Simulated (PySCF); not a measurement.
**C₅H₅FOSi: electronic excitations**

Wanted: the electronic excitations of C₅H₅FOSi (`C#C[Si@@H](F)C(=O)C=C`), by calculation.

The runs use PySCF 2.14.0, with density-fitted response routines of our own; the level of theory stands in each step. All values are computed, except where a source is named. Atoms are numbered from 0 throughout.

### 1 The molecule as given

13 atoms, charge 0, multiplicity 1; geometry from: GFN2-xTB.

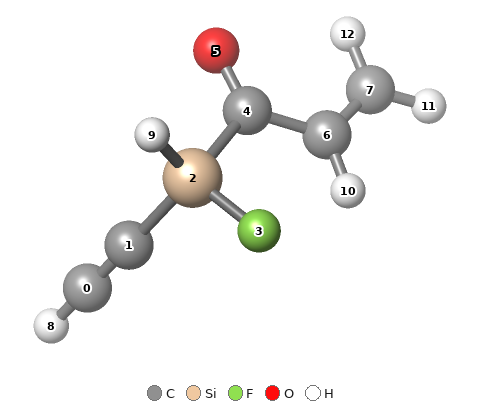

The starting geometry (carbon grey, silicon light orange, fluorine green, oxygen red, hydrogen white), atoms numbered; sticks join atoms by distance.

### 2 TDDFT and polarisability: B3LYP/def2-SVPD

Job settings and geometry (Å):

```
{"job": {"kind": "uv", "xc": "B3LYP", "basis": "def2-SVPD", "nstates": 8, "ntriplets": 3}, "charge": 0, "multiplicity": 1}
C     -3.394452    -0.184841     0.067969
C     -2.368467     0.436253    -0.022809
Si    -0.782239     1.362570    -0.190313
F     -0.378357     1.911389     1.279288
C      0.592779     0.116208    -0.706335
O      0.759057    -0.157012    -1.880280
C      1.415940    -0.486861     0.364832
C      2.430968    -1.298338     0.091508
H     -4.293408    -0.724485     0.157258
H     -0.855464     2.524918    -1.054261
H      1.153478    -0.220909     1.378571
H      3.047004    -1.738285     0.857637
H      2.668772    -1.540121    -0.932631
```

Method: TDDFT B3LYP/def2-SVPD, vertical, gas phase, core orbitals frozen in the response.

Started as:

```console
$ OMP_NUM_THREADS=1 python probes_run.py task.json out
```

The driver reads the jobs from task.json and runs them one after another.

Standard output:

```text
coarse grid: 12328 points
cycle   1  E = -657.4418234214  dE =  9.725e-01  |g| = 9.564e-01  |ddm| = 9.552e+00
cycle   2  E = -656.7263856596  dE =  7.154e-01  |g| = 2.088e+00  |ddm| = 4.919e+00
cycle   3  E = -657.6072333991  dE = -8.808e-01  |g| = 3.213e-01  |ddm| = 3.519e+00
cycle   4  E = -657.6282311304  dE = -2.100e-02  |g| = 1.145e-01  |ddm| = 5.626e-01
cycle   5  E = -657.6302167128  dE = -1.986e-03  |g| = 4.529e-02  |ddm| = 1.679e-01
cycle   6  E = -657.6306430275  dE = -4.263e-04  |g| = 1.679e-02  |ddm| = 7.978e-02
cycle   7  E = -657.6307090811  dE = -6.605e-05  |g| = 6.083e-03  |ddm| = 2.439e-02
cycle   8  E = -657.6307173220  dE = -8.241e-06  |g| = 1.158e-03  |ddm| = 8.591e-03
final grid: 117640 points
cycle   9  E = -657.7367547037  dE = -2.715e-05  |g| = 5.625e-03  |ddm| = 1.212e-01
cycle  10  E = -657.7367367800  dE =  1.792e-05  |g| = 1.095e-02  |ddm| = 2.125e-02
cycle  11  E = -657.7367612589  dE = -2.448e-05  |g| = 1.903e-03  |ddm| = 1.412e-02
cycle  12  E = -657.7367620087  dE = -7.498e-07  |g| = 2.445e-04  |ddm| = 2.457e-03
cycle  13  E = -657.7367620163  dE = -7.596e-09  |g| = 1.391e-04  |ddm| = 4.901e-04
cycle  14  E = -657.7367620198  dE = -3.517e-09  |g| = 5.929e-05  |ddm| = 2.100e-04
cycle  15  E = -657.7367620206  dE = -7.749e-10  |g| = 1.943e-05  |ddm| = 8.362e-05
converged SCF energy = -657.7367620206

Static polarisability (au): isotropic 86.501, principal 71.210 76.749 111.545

Singlet excitations
state   eV       nm        f      main configurations
  1   2.7985    443.0   0.00292   H->L 0.98
  2   4.9780    249.1   0.00140   H->L+1 0.95
  3   5.1075    242.7   0.01150   H-2->L 0.77, H-3->L 0.12
  4   5.1769    239.5   0.03564   H-3->L 0.75, H-2->L 0.17
  5   5.3541    231.6   0.21024   H-1->L 0.80
  6   5.7684    214.9   0.03670   H->L+2 0.89
  7   6.0727    204.2   0.00105   H-3->L+1 0.86
  8   6.3375    195.6   0.00487   H->L+3 0.69, H->L+4 0.19

Triplet excitations (Tamm-Dancoff, eV): 2.2790 3.2929 4.7558
```

Wall time 76 s (1 thread of Arm Neoverse N1, shared host); peak memory 0.83 GiB.

The orbitals next to the gap, with their largest atomic shares:

```tsv
orbital	eV	atoms
HOMO−3	-8.66	C1 43 %, C0 41 %, Si2 5 %
HOMO−2	-8.64	C1 44 %, C0 43 %, Si2 5 %
HOMO−1	-8.26	C6 34 %, C7 34 %, O5 15 %
HOMO	-7.03	O5 52 %, C4 17 %, Si2 10 %
LUMO	-2.74	C4 26 %, O5 23 %, C7 21 %
LUMO+1	-1.07	C0 26 %, C1 25 %, Si2 23 %
LUMO+2	-0.50	C0 31 %, C1 30 %, Si2 15 %
```

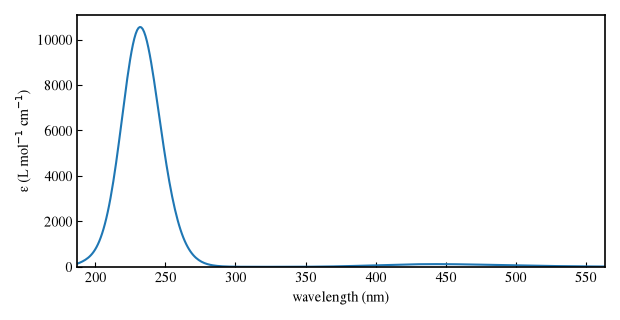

Absorption spectrum: each of the 8 states is a Gaussian band of 0.4 eV half-width at 1/e. Beyond the last state computed it falls off for lack of states.

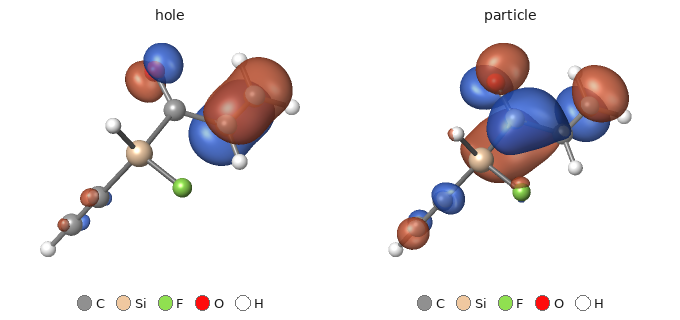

Leading natural transition orbitals of singlet state 5: the electron leaves the hole (left) for the particle orbital (right).

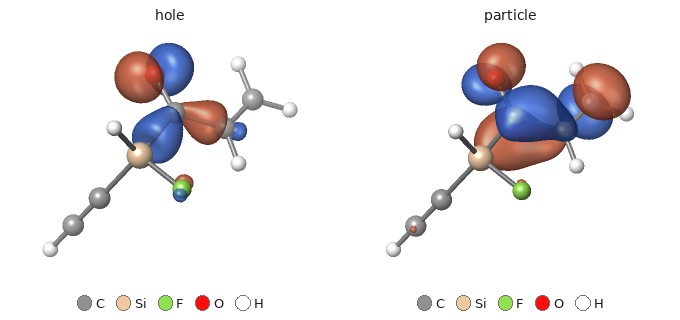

Leading natural transition orbitals of singlet state 1: the electron leaves the hole (left) for the particle orbital (right).

Further results of this job:

```tsv
property	computed
dipole moment (D)	1.64
polarisability (Å³)	12.82
HOMO–LUMO gap (eV)	4.29
−ε(HOMO) (eV)	7.03
```

The fields below are evaluated on a grid from the run's orbitals.

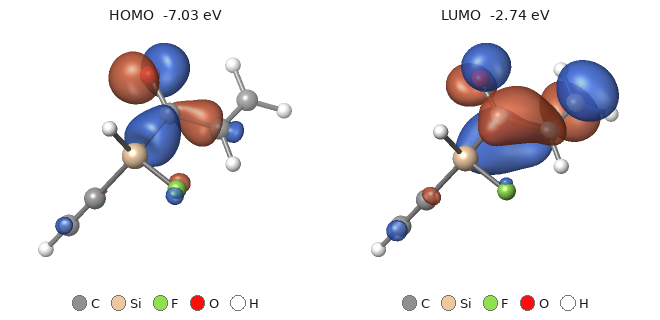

B3LYP/def2-SVPD orbitals near the gap, drawn at the value that encloses 70 % of each; the two colours are the two signs.

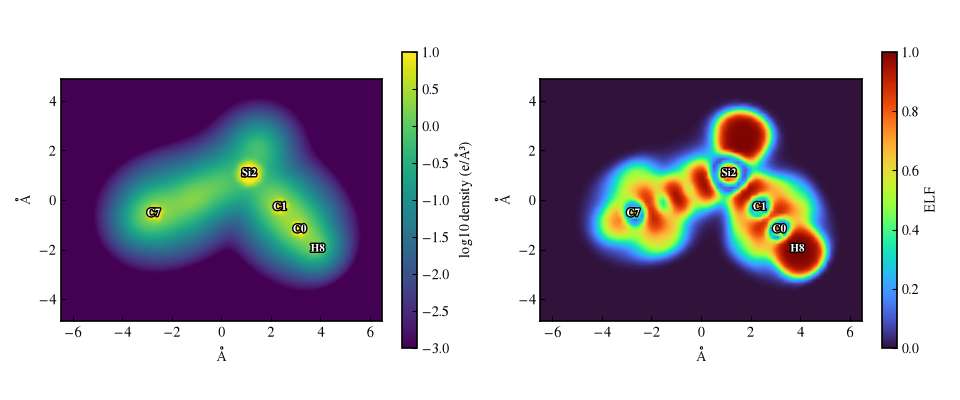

Density (left) and ELF (right) in a plane through or near 5 of the atoms.

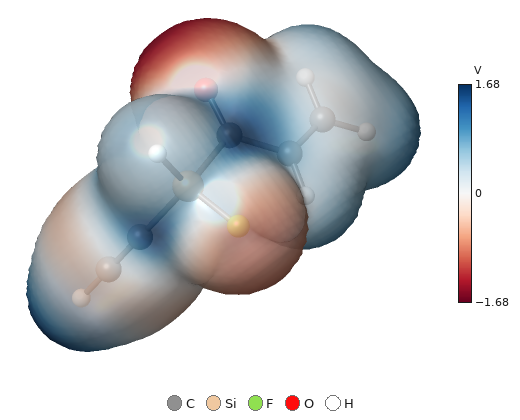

Electrostatic potential on the surface of density 0.002 e/bohr³; red is low, blue high. It runs from -1.45 V near O5 to 1.68 V near H8.

### 3 Summary of results

| quantity | value |
| --- | --- |
| lowest singlet (B3LYP/def2-SVPD) | 2.80 eV (443 nm), f = 0.003 |
| brightest single state of those computed | state 5, 5.35 eV, f = 0.210 |
| lowest triplet | 2.28 eV |
| surface potential, least and greatest | -1.45 V and 1.68 V |

**Reading.** The lowest singlet, at 2.80 eV, is HOMO→LUMO 0.98 and is weak; of the 8 states computed, the strongest absorption comes from state 5 at 5.35 eV. The lowest triplet lies 0.52 eV below the lowest singlet (triplets in Tamm-Dancoff, singlets in full TDDFT). By nearest atom (B3LYP/def2-SVPD), the HOMO sits on O5 54 %; C4 14 % and the LUMO on C4 29 %; O5 21 %.
